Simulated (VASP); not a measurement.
Band structure of NdTe (space group Fm-3m). Computed with PBEsol GGA, VASP's PBE PAW potentials (set 64) (plane waves; VASP 6.6.1).

Unless said otherwise, spin-orbit coupling is left out, though it shifts the bands of the heavy elements here.

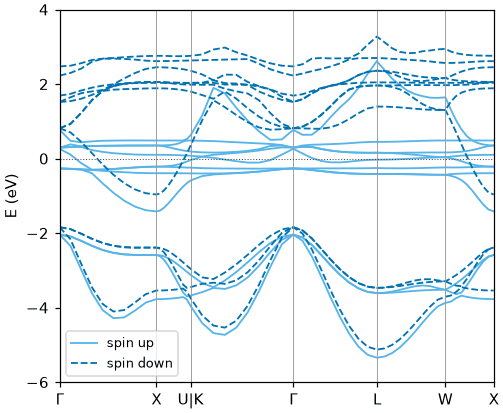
Figure: Bands along high-symmetry lines, zero at the valence-band maximum or, without a gap, the Fermi level

### Question
Read the plot: is there a gap, and where are the band edges?

### Answer
It has no gap at this level: it comes out as a metal or semimetal.

The structure comes from a measured NdTe entry of the Crystallography Open Database, whose conditions weren't checked. The cell was not relaxed at this level.
